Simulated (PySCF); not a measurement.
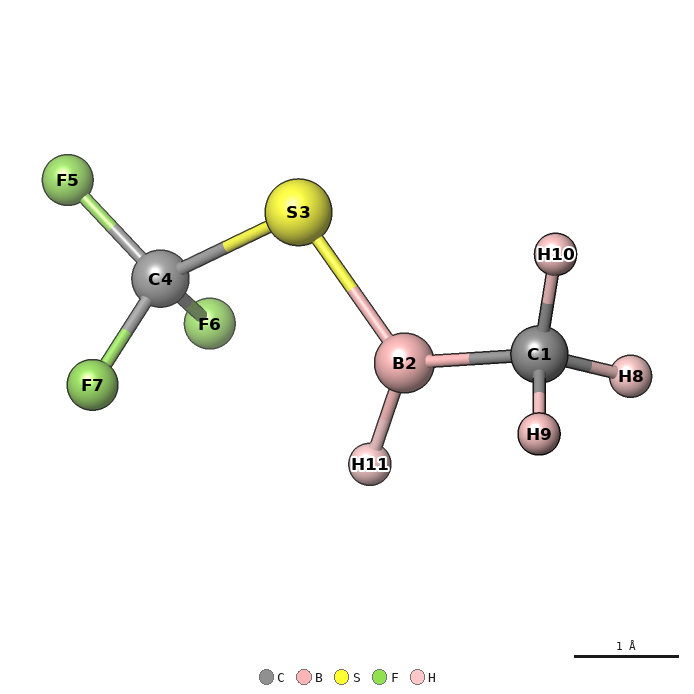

Orthographic view. Depth is shown by fading: the farther an atom, the more it takes the colour of the background. The geometry was computed by an optimisation with GFN2-xTB. No frequency run is at hand to confirm it as a minimum.

Write a MOL file (V2000) with the atoms in numerical order, bonds sorted by atom number with the orders drawn, and coordinates in the frame of the picture: x right, y up, z towards the viewer, origin at the mean position.

```
C2H4BF3S
                    3D

 11 10  0  0  0  0  0  0  0  0999 V2000
    1.8100   -0.2400    1.0900 C   0  0  0  0  0  0  0  0  0  0  0  0
    0.5100   -0.3200    0.2300 B   0  0  0  0  0  0  0  0  0  0  0  0
   -0.5100    1.1300    0.0600 S   0  0  0  0  0  0  0  0  0  0  0  0
   -1.8400    0.4900   -1.0300 C   0  0  0  0  0  0  0  0  0  0  0  0
   -2.7300    1.4400   -1.2800 F   0  0  0  0  0  0  0  0  0  0  0  0
   -1.3600    0.0600   -2.2000 F   0  0  0  0  0  0  0  0  0  0  0  0
   -2.4900   -0.5300   -0.4700 F   0  0  0  0  0  0  0  0  0  0  0  0
    2.6800   -0.4500    0.4800 H   0  0  0  0  0  0  0  0  0  0  0  0
    1.8000   -1.0000    1.8700 H   0  0  0  0  0  0  0  0  0  0  0  0
    1.9600    0.7200    1.5700 H   0  0  0  0  0  0  0  0  0  0  0  0
    0.1800   -1.3000   -0.3200 H   0  0  0  0  0  0  0  0  0  0  0  0
  1  2  1  0
  1  8  1  0
  1  9  1  0
  1 10  1  0
  2  3  1  0
  2 11  1  0
  3  4  1  0
  4  5  1  0
  4  6  1  0
  4  7  1  0
M  END
```
